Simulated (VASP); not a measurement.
# H on Cu(111): binding against coverage, part 4 of 9

How do binding and work function change as H crowds Cu(111)?

VASP 6.6.1, plane waves and PAW; the level of theory is named at each step.

So far. Step 7 (The vacuum level with the adsorbate, coverage 1/1 …): The vacuum level lies 4.82 eV above the Fermi level at the upper face; the two faces differ by 0.09 eV, the step that the slab's dipole of -0.003 e·Å makes.

## Step 8: Relaxing the slab, cell 2 x 2, k-mesh 6×6×1

This step: PBE; plane waves and PAW (Cu) (VASP 6.6.1).

System of this step: Cu(111). The cell holds 16 atoms: 16 Cu. Cell: a = 5.131 Å, b = 5.131 Å, c = 21.284 Å, α = 90.0°, β = 90.0°, γ = 60.0°. It derives from Cu. 4 layers of fcc Cu, cut at this functional's lattice. Vacuum lies along c.

Input file INCAR:

```
SYSTEM = Cu
PREC = Normal
ENCUT = 330
EDIFF = 1E-05
NELM = 120
ISMEAR = 1
SIGMA = 0.15
LREAL = Auto
ALGO = Fast
GGA = PE
NBANDS = 109
LASPH = .TRUE.
LORBIT = 11
LWAVE = .FALSE.
LCHARG = .FALSE.
KPAR = 4
NCORE = 2
IBRION = 2
NSW = 30
ISIF = 2
EDIFFG = -0.03
POTIM = 0.4
MAXMIX = 40
IDIPOL = 3
LDIPOL = .TRUE.
DIPOL = 0.5 0.5 0.5
```

Input file POSCAR:

```
Cu
1.0
    5.1312506560      0.0000000000      0.0000000000
    2.5656253280      4.4437934213      0.0000000000
    0.0000000000      0.0000000000     21.2844729247
Cu
16
Selective dynamics
Direct
    0.0000000000      0.0000000000      0.3523695400  F F F
    0.5000000000      0.0000000000      0.3523695400  F F F
    0.0000000000      0.5000000000      0.3523695400  F F F
    0.5000000000      0.5000000000      0.3523695400  F F F
    0.1666666700      0.1666666700      0.4507898500  F F F
    0.6666666700      0.1666666700      0.4507898500  F F F
    0.1666666700      0.6666666700      0.4507898500  F F F
    0.6666666700      0.6666666700      0.4507898500  F F F
    0.8333333300      0.3333333300      0.5492101500  T T T
    0.3333333300      0.3333333300      0.5492101500  T T T
    0.8333333300      0.8333333300      0.5492101500  T T T
    0.3333333300      0.8333333300      0.5492101500  T T T
    0.0000000000      0.0000000000      0.6476304600  T T T
    0.5000000000      0.0000000000      0.6476304600  T T T
    0.0000000000      0.5000000000      0.6476304600  T T T
    0.5000000000      0.5000000000      0.6476304600  T T T
```

Input file KPOINTS:

```
Automatic mesh
0
Gamma
6 6 1
0 0 0
```

The projector-augmented-wave data sets are Cu (PBE family, release 64).

Command:

```
mpirun -np 8 vasp_std
```

Log:

```text
[banner, memory and clock lines left out]
running    8 mpi-ranks, on    1 nodes
[...]
LDA part: xc-table for (Slater+PW92), standard interpolation
 POSCAR, INCAR and KPOINTS ok, starting setup
[...]
entering main loop
       N       E                     dE             d eps       ncg     rms          rms(c)
DAV:   1     0.146995766540E+04    0.14700E+04   -0.58187E+04  1542   0.153E+03
DAV:   2     0.107127163896E+03   -0.13628E+04   -0.13144E+04  1526   0.382E+02
DAV:   3    -0.610475666078E+02   -0.16817E+03   -0.15339E+03  1569   0.186E+02
DAV:   4    -0.687738024001E+02   -0.77262E+01   -0.76010E+01  1676   0.548E+01
[...]
RMM:  21    -0.560961679978E+02   -0.16854E-04   -0.55398E-06   885   0.137E-02    0.339E-03
RMM:  22    -0.560962008662E+02   -0.32868E-04   -0.44466E-06   881   0.131E-02    0.535E-03
RMM:  23    -0.560962075736E+02   -0.67073E-05   -0.17247E-06   864   0.978E-03
   1 F= -.56096208E+02 E0= -.56089580E+02  d E =-.560962E+02
[... from here on, the cycles between the ionic steps are left out ...]
   2 F= -.56097643E+02 E0= -.56091102E+02  d E =-.143519E-02
   3 F= -.56101302E+02 E0= -.56095094E+02  d E =-.509403E-02
   4 F= -.56104239E+02 E0= -.56098734E+02  d E =-.803132E-02
   5 F= -.56105823E+02 E0= -.56100500E+02  d E =-.158425E-02
   6 F= -.56107780E+02 E0= -.56102832E+02  d E =-.354094E-02
[...]
reached required accuracy - stopping structural energy minimisation
```

Elapsed: 2.4 min, on 8 MPI ranks of AMD EPYC 7R13 (Zen 3), shared host; peak memory 1.6 GiB.

From OUTCAR (step 8):

```text
  Total       -2.7068302     -2.7068302      0.0907089      0.0000000      0.0000000      0.0000000
  in kB       -8.9357624     -8.9357624      0.2994474      0.0000000      0.0000000      0.0000000
  external PRESSURE =      -5.8573591 kB  Pullay stress =       0.0000000 kB

 POSITION                                       TOTAL-FORCE (eV/Angst)
 -----------------------------------------------------------------------------------
      0.00000      0.00000      7.50000         0.000000      0.000000      0.092933
      2.56563      0.00000      7.50000        -0.000000     -0.000000      0.092933
      1.28281      2.22190      7.50000        -0.000000      0.000000      0.092933
      3.84844      2.22190      7.50000         0.000000     -0.000000      0.092933
      1.28281      0.74063      9.59482        -0.000000     -0.000000     -0.090530
      3.84844      0.74063      9.59482         0.000000     -0.000000     -0.090530
      2.56563      2.96253      9.59482         0.000000     -0.000000     -0.090530
      5.13125      2.96253      9.59482         0.000000     -0.000000     -0.090530
      5.13125      1.48126     11.66164         0.000000      0.000000     -0.008252
      2.56563      1.48126     11.66164         0.000000     -0.000000     -0.008252
      6.41406      3.70316     11.66164         0.000000      0.000000     -0.008252
      3.84844      3.70316     11.66164        -0.000000     -0.000000     -0.008252
      2.56563      4.44379     13.73210        -0.000000      0.000000      0.005849
      5.13125      4.44379     13.73210        -0.000000      0.000000      0.005849
      6.41406      2.22190     13.73210        -0.000000      0.000000      0.005849
      3.84844      2.22190     13.73210         0.000000      0.000000      0.005849
 -----------------------------------------------------------------------------------
    total drift:                               -0.000036     -0.000021      0.007199

  FREE ENERGIE OF THE ION-ELECTRON SYSTEM (eV)
  ---------------------------------------------------
  free  energy   TOTEN  =       -56.1077798325 eV

  energy  without entropy=      -56.0929364675  energy(sigma->0) =      -56.10283204

[... 1 part as in an earlier step ...]

[... 3 further parts left out ...]
[key lines of the parts left out:]
E-fermi :   0.0425
```

The steps of the relaxation:

```csv
step,energy less that of the first step (eV),largest force (eV/Å)
1,0.0000,0.0963
2,-0.0014,0.0840
3,-0.0051,0.0526
4,-0.0080,0.1055
5,-0.0096,0.0828
6,-0.0116,0.0083
```

The atoms that moved most (Å):

```csv
atom,dx,dy,dz,length
Cu13,0.000,0.000,-0.052,0.052
Cu14,0.000,0.000,-0.052,0.052
Cu15,0.000,0.000,-0.052,0.052
Cu16,0.000,0.000,-0.052,0.052
Cu9,0.000,0.000,-0.028,0.028
Cu10,0.000,0.000,-0.028,0.028
Cu11,0.000,0.000,-0.028,0.028
Cu12,0.000,0.000,-0.028,0.028
```

The relaxed structure:

```
Cu
1.0
     5.13125    0.00000    0.00000
     2.56563    4.44379    0.00000
     0.00000    0.00000   21.28447
Cu
16
Direct
  0.00000 0.00000 0.35237
  0.50000 0.00000 0.35237
  0.00000 0.50000 0.35237
  0.50000 0.50000 0.35237
  0.16667 0.16667 0.45079
  0.66667 0.16667 0.45079
  0.16667 0.66667 0.45079
  0.66667 0.66667 0.45079
  0.83333 0.33333 0.54789
  0.33333 0.33333 0.54789
  0.83333 0.83333 0.54789
  0.33333 0.83333 0.54789
  0.00000 0.00000 0.64517
  0.50000 0.00000 0.64517
  0.00000 0.50000 0.64517
  0.50000 0.50000 0.64517
```

The run ended after 6 ionic steps, 0.012 eV below its first step, once the forces on the free atoms met EDIFFG = -0.03.

## Step 9: The vacuum level, cell 2 x 2, k-mesh 6×6×1

Input file INCAR:

```
SYSTEM = Cu
PREC = Normal
ENCUT = 330
EDIFF = 1E-06
NELM = 120
ISMEAR = 1
SIGMA = 0.15
LREAL = Auto
ALGO = Fast
GGA = PE
NBANDS = 109
LASPH = .TRUE.
LORBIT = 11
LWAVE = .FALSE.
LCHARG = .FALSE.
KPAR = 4
NCORE = 2
IDIPOL = 3
LDIPOL = .TRUE.
DIPOL = 0.5 0.5 0.499
LVHAR = .TRUE.
LVACPOTAV = .TRUE.
```

Input file POSCAR:

```
Cu
1.0
    5.1312506560      0.0000000000      0.0000000000
    2.5656253280      4.4437934213      0.0000000000
    0.0000000000      0.0000000000     21.2844729247
Cu
16
Selective dynamics
Direct
    0.0000000000      0.0000000000      0.3523695400  F F F
    0.5000000000      0.0000000000      0.3523695400  F F F
    0.0000000000      0.5000000000      0.3523695400  F F F
    0.5000000000      0.5000000000      0.3523695400  F F F
    0.1666666700      0.1666666700      0.4507898500  F F F
    0.6666666700      0.1666666700      0.4507898500  F F F
    0.1666666700      0.6666666700      0.4507898500  F F F
    0.6666666700      0.6666666700      0.4507898500  F F F
    0.8333333300      0.3333333300      0.5478941860  T T T
    0.3333333300      0.3333333300      0.5478941860  T T T
    0.8333333300      0.8333333300      0.5478941860  T T T
    0.3333333300      0.8333333300      0.5478941860  T T T
    0.0000000000      0.0000000000      0.6451700407  T T T
    0.5000000000      0.0000000000      0.6451700407  T T T
    0.0000000000      0.5000000000      0.6451700407  T T T
    0.5000000000      0.5000000000      0.6451700407  T T T
```

KPOINTS is that of step 8.

Command:

```
mpirun -np 8 vasp_std
```

Log:

```text
[... set-up lines as in an earlier step ...]
 entering main loop
       N       E                     dE             d eps       ncg     rms          rms(c)
DAV:   1     0.147300501892E+04    0.14730E+04   -0.58224E+04  1542   0.153E+03
DAV:   2     0.107979991092E+03   -0.13650E+04   -0.13155E+04  1526   0.382E+02
DAV:   3    -0.611212857874E+02   -0.16910E+03   -0.15427E+03  1561   0.186E+02
DAV:   4    -0.688114139959E+02   -0.76901E+01   -0.75660E+01  1668   0.549E+01
[...]
RMM:  23    -0.561076025895E+02   -0.94910E-05   -0.11304E-06  1055   0.684E-03    0.329E-03
RMM:  24    -0.561076062171E+02   -0.36276E-05   -0.97308E-07  1008   0.569E-03    0.280E-03
RMM:  25    -0.561076064415E+02   -0.22443E-06   -0.31108E-07   968   0.447E-03
 [... a notice as in an earlier step ...]

   1 F= -.56107606E+02 E0= -.56102687E+02  d E =-.147597E-01
```

Run time: 63 s. Hardware: 8 MPI ranks; peak memory 1.5 GiB.

From OUTCAR (step 9):

```text
  Total       -3.2455898     -3.2455898     -0.4868437      0.0000000     -0.0000000     -0.0000000
  in kB      -10.7143104    -10.7143104     -1.6071637      0.0000000     -0.0000000     -0.0000000
  external PRESSURE =      -7.6785948 kB  Pullay stress =       0.0000000 kB

 POSITION                                       TOTAL-FORCE (eV/Angst)
 -----------------------------------------------------------------------------------
      0.00000      0.00000      7.50000         0.000000     -0.000000      0.088813
      2.56563      0.00000      7.50000        -0.000000     -0.000000      0.088813
      1.28281      2.22190      7.50000         0.000000     -0.000000      0.088813
      3.84844      2.22190      7.50000         0.000000     -0.000000      0.088813
      1.28281      0.74063      9.59482        -0.000000      0.000000     -0.092520
      3.84844      0.74063      9.59482        -0.000000      0.000000     -0.092520
      2.56563      2.96253      9.59482        -0.000000      0.000000     -0.092520
      5.13125      2.96253      9.59482        -0.000000      0.000000     -0.092520
      5.13125      1.48126     11.66164         0.000000      0.000000     -0.007197
      2.56563      1.48126     11.66164        -0.000000      0.000000     -0.007197
      6.41406      3.70316     11.66164         0.000000      0.000000     -0.007197
      3.84844      3.70316     11.66164         0.000000      0.000000     -0.007197
      0.00000      0.00000     13.73210         0.000000     -0.000000      0.010905
      2.56563      0.00000     13.73210        -0.000000      0.000000      0.010905
      1.28281      2.22190     13.73210        -0.000000     -0.000000      0.010905
      3.84844      2.22190     13.73210         0.000000      0.000000      0.010905
 -----------------------------------------------------------------------------------
    total drift:                               -0.000034     -0.000020      0.072409

  FREE ENERGIE OF THE ION-ELECTRON SYSTEM (eV)
  ---------------------------------------------------
  free  energy   TOTEN  =       -56.1076064415 eV

  energy  without entropy=      -56.0928467349  energy(sigma->0) =      -56.10268654

[... 2 parts as in an earlier step ...]

[... 1 further part left out ...]
[key lines of the parts left out:]
E-fermi :   0.0430
```

The planar average of the electrostatic potential oscillates, so the rows of the table below give means over windows of 2 Å about each position, cut where the curve ends. Its maxima inside the range that stand out by 2 % of the span (Å: eV): 8.5: 0.573, 10.6: 0.439, 12.7: 0.348. Its minima: 7.5: -14.7, 9.6: -14.8, 11.6: -14.9, 13.7: -14.8.

Zero at the Fermi level. The planar average of the electrostatic potential by height; means over each step:

```csv
height (Å),planar average of the electrostatic potential (eV)
0,4.80
2,4.80
4,4.79
6,2.38
8,-7.31
10,-7.57
12,-7.63
14,-7.06
16,4.48
18,4.79
20,4.79
```

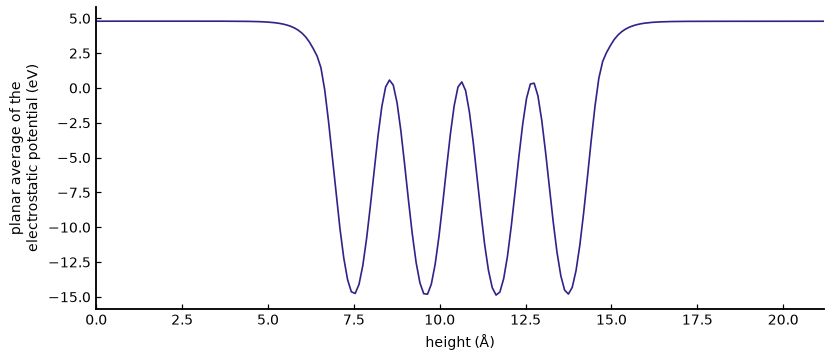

Planar average of the electrostatic potential against height.

The vacuum level lies 4.79 eV above the Fermi level at the upper face; both faces agree, as the slab has next to no dipole.

The program found no field-free point at its default tolerance, and its printed vacuum level lies off the flat part of the planar average, by -0.01 eV at the upper face; the levels here are read from the flat part.

## Step 10: Relaxing the adsorbate, coverage 1/4, k-mesh 6×6×1

This step: PBE; plane waves and PAW (Cu, H) (VASP 6.6.1).

System of this step: Cu16H (Cu(111)). The cell holds 17 atoms: 16 Cu and 1 H. Its edges and angles: a = 5.131 Å, b = 5.131 Å, c = 21.284 Å, α = 90.0°, β = 90.0°, γ = 60.0°. It derives from Cu. 1 H over fcc sites of a 2 x 2 cell of Cu(111). Vacuum lies along c.

Input file INCAR:

```
SYSTEM = Cu16H
PREC = Normal
ENCUT = 330
EDIFF = 1E-05
NELM = 120
ISMEAR = 1
SIGMA = 0.15
LREAL = Auto
ALGO = Fast
GGA = PE
NBANDS = 109
LASPH = .TRUE.
LORBIT = 11
LWAVE = .FALSE.
LCHARG = .FALSE.
KPAR = 4
NCORE = 2
IBRION = 2
NSW = 45
ISIF = 2
EDIFFG = -0.03
POTIM = 0.4
MAXMIX = 40
IDIPOL = 3
LDIPOL = .TRUE.
DIPOL = 0.5 0.5 0.51
```

Input file POSCAR:

```
Cu16H
1.0
    5.1312506560      0.0000000000      0.0000000000
    2.5656253280      4.4437934213      0.0000000000
    0.0000000000      0.0000000000     21.2844729247
Cu H
16 1
Selective dynamics
Direct
    0.0000000000      0.0000000000      0.3523695400  F F F
    0.5000000000      0.0000000000      0.3523695400  F F F
    0.0000000000      0.5000000000      0.3523695400  F F F
    0.5000000000      0.5000000000      0.3523695400  F F F
    0.1666666700      0.1666666700      0.4507898500  F F F
    0.6666666700      0.1666666700      0.4507898500  F F F
    0.1666666700      0.6666666700      0.4507898500  F F F
    0.6666666700      0.6666666700      0.4507898500  F F F
    0.8333333300      0.3333333300      0.5478941900  T T T
    0.3333333300      0.3333333300      0.5478941900  T T T
    0.8333333300      0.8333333300      0.5478941900  T T T
    0.3333333300      0.8333333300      0.5478941900  T T T
    0.0000000000      0.0000000000      0.6451700400  T T T
    0.5000000000      0.0000000000      0.6451700400  T T T
    0.0000000000      0.5000000000      0.6451700400  T T T
    0.5000000000      0.5000000000      0.6451700400  T T T
    0.1666666700      0.1666666700      0.6827561300  T T T
```

KPOINTS is that of step 9.

PAW data sets: Cu and H (PBE family, release 64).

Command:

```
mpirun -np 8 vasp_std
```

Log:

```text
[banner, memory and clock lines left out]
running    8 mpi-ranks, on    1 nodes
[...]
LDA part: xc-table for (Slater+PW92), standard interpolation
 POSCAR, INCAR and KPOINTS ok, starting setup
[...]
entering main loop
       N       E                     dE             d eps       ncg     rms          rms(c)
DAV:   1     0.147809240912E+04    0.14781E+04   -0.58151E+04  1526   0.152E+03
DAV:   2     0.108630805494E+03   -0.13695E+04   -0.13202E+04  1526   0.385E+02
DAV:   3    -0.646903263829E+02   -0.17332E+03   -0.15836E+03  1585   0.187E+02
DAV:   4    -0.729913574576E+02   -0.83010E+01   -0.81564E+01  1716   0.562E+01
[...]
RMM:  23    -0.595708473418E+02   -0.22951E-04   -0.40475E-06   887   0.139E-02    0.389E-03
RMM:  24    -0.595708833746E+02   -0.36033E-04   -0.38737E-06   890   0.110E-02    0.545E-03
RMM:  25    -0.595708909951E+02   -0.76204E-05   -0.17783E-06   866   0.102E-02
   1 F= -.59570891E+02 E0= -.59567798E+02  d E =-.595709E+02
[... from here on, the cycles between the ionic steps are left out ...]
   2 F= -.59588164E+02 E0= -.59585100E+02  d E =-.172732E-01
   3 F= -.59593789E+02 E0= -.59590737E+02  d E =-.228979E-01
   4 F= -.59599761E+02 E0= -.59596729E+02  d E =-.597201E-02
   5 F= -.59608556E+02 E0= -.59605540E+02  d E =-.147674E-01
   6 F= -.59605847E+02 E0= -.59602705E+02  d E =-.120579E-01
   7 F= -.59610686E+02 E0= -.59607660E+02  d E =-.168975E-01
   8 F= -.59614001E+02 E0= -.59611003E+02  d E =-.331477E-02
   9 F= -.59614572E+02 E0= -.59611588E+02  d E =-.388530E-02
  10 F= -.59614643E+02 E0= -.59611665E+02  d E =-.395640E-02
  11 F= -.59615500E+02 E0= -.59612465E+02  d E =-.856773E-03
  12 F= -.59615630E+02 E0= -.59612578E+02  d E =-.987421E-03
  13 F= -.59615668E+02 E0= -.59612609E+02  d E =-.102543E-02
  14 F= -.59615729E+02 E0= -.59612656E+02  d E =-.108588E-02
  15 F= -.59616444E+02 E0= -.59613292E+02  d E =-.714901E-03
 trial-energy change:   -0.000715  1 .order   -0.000526   -0.000745   -0.000306
 step:   3.1227(harm=  4.5198)  dis= 0.00738  next Energy=   -59.616471 (dE=-0.742E-03)
 reached required accuracy - stopping structural energy minimisation
```

Run time: 6.1 min. Hardware: 8 MPI ranks; peak memory 1.6 GiB.

From OUTCAR (step 10):

```text
  Total       -2.9001434     -2.9001434     -0.4312235      0.0000000      0.0000000      0.0000000
  in kB       -9.5739261     -9.5739261     -1.4235508      0.0000000      0.0000000      0.0000000
  external PRESSURE =      -6.8571343 kB  Pullay stress =       0.0000000 kB

 POSITION                                       TOTAL-FORCE (eV/Angst)
 -----------------------------------------------------------------------------------
      0.00000      0.00000      7.50000        -0.010663     -0.006156      0.077096
      2.56563      0.00000      7.50000         0.010663     -0.006156      0.077096
      1.28281      2.22190      7.50000         0.000000      0.012312      0.077096
      3.84844      2.22190      7.50000         0.000000     -0.000000      0.093565
      1.28281      0.74063      9.59482         0.000000      0.000000     -0.090600
      3.84844      0.74063      9.59482        -0.000000     -0.077623     -0.104888
      2.56563      2.96253      9.59482        -0.067223      0.038811     -0.104888
      5.13125      2.96253      9.59482         0.067223      0.038811     -0.104888
      5.13088      1.48148     11.64067         0.008106     -0.004680      0.002043
      2.56599      1.48148     11.64067        -0.008106     -0.004680      0.002043
      6.41406      3.70316     11.71796         0.000000      0.000000      0.018950
      3.84844      3.70274     11.64067         0.000000      0.009360      0.002043
      0.00149      0.00086     13.75898         0.002716      0.001568      0.007211
      2.56414      0.00086     13.75898        -0.002716      0.001568      0.007211
[...]
-----------------------------------------------------------------------------------
    total drift:                                0.000002      0.000001      0.051346

  FREE ENERGIE OF THE ION-ELECTRON SYSTEM (eV)
  ---------------------------------------------------
  free  energy   TOTEN  =       -59.6164435300 eV

  energy  without entropy=      -59.6069894841  energy(sigma->0) =      -59.61329218

[... 3 parts as in an earlier step ...]

[... 1 further part left out ...]
[key lines of the parts left out:]
E-fermi :   0.1408
```

The steps of the relaxation:

```csv
step,energy less that of the first step (eV),largest force (eV/Å)
1,0.0000,0.4508
2,-0.0173,0.3114
3,-0.0229,0.1810
4,-0.0289,0.1493
5,-0.0377,0.0975
6,-0.0350,0.2224
7,-0.0398,0.1159
8,-0.0431,0.0457
9,-0.0437,0.0433
10,-0.0438,0.0476
11,-0.0446,0.0341
12,-0.0447,0.0331
13,-0.0448,0.0361
14,-0.0448,0.0402
15,-0.0456,0.0241
```

The atoms that moved most (Å):

```csv
atom,dx,dy,dz,length
H17,0.000,0.000,0.138,0.138
Cu16,0.000,0.000,-0.058,0.058
Cu11,0.000,0.000,0.056,0.056
Cu14,-0.001,0.001,0.027,0.027
Cu15,0.000,-0.002,0.027,0.027
Cu13,0.001,0.001,0.027,0.027
Cu10,0.000,0.000,-0.021,0.021
Cu9,0.000,0.000,-0.021,0.021
```

Final coordinates:

```cif
data_structure
_symmetry_space_group_name_H-M 'P 1'
_symmetry_Int_Tables_number 1
_cell_length_a 5.1313
_cell_length_b 5.1313
_cell_length_c 21.2845
_cell_angle_alpha 90.000
_cell_angle_beta 90.000
_cell_angle_gamma 60.000
_cell_volume 485.33
loop_
_atom_site_label
_atom_site_type_symbol
_atom_site_fract_x
_atom_site_fract_y
_atom_site_fract_z
_atom_site_occupancy
Cu1 Cu 0.00000 0.00000 0.35237 1
Cu2 Cu 0.50000 0.00000 0.35237 1
Cu3 Cu 0.00000 0.50000 0.35237 1
Cu4 Cu 0.50000 0.50000 0.35237 1
Cu5 Cu 0.16667 0.16667 0.45079 1
Cu6 Cu 0.66667 0.16667 0.45079 1
Cu7 Cu 0.16667 0.66667 0.45079 1
Cu8 Cu 0.66667 0.66667 0.45079 1
Cu9 Cu 0.83324 0.33338 0.54691 1
Cu10 Cu 0.33338 0.33338 0.54691 1
Cu11 Cu 0.83333 0.83333 0.55054 1
Cu12 Cu 0.33338 0.83324 0.54691 1
Cu13 Cu 0.00019 0.00019 0.64643 1
Cu14 Cu 0.49961 0.00019 0.64643 1
Cu15 Cu 0.00019 0.49961 0.64643 1
Cu16 Cu 0.50000 0.50000 0.64242 1
H17 H 0.16667 0.16667 0.68925 1
```

The run ended after 15 ionic steps, 0.046 eV below its first step, once the forces on the free atoms met EDIFFG = -0.03.

[end of part 4 of 9]

[Lines on the potential files, build, host, timing and source positions are cut from VASP's logs without a mark.]

[Logs are printed without paths, hosts, clocks, repeated set-up lines and the standing remarks that a program may print on its own settings, such as how far it seeks lower states.]

[Hosts, paths, dates, database ids (printed as entryN), source tags and the programs' standing remarks are cut or masked in the printed files.]

[Runs that stopped without an error message from VASP are left out.]

[In band tables of VASP the shares of atoms and orbitals are scaled to a sum of 1 inside the atoms' spheres.]
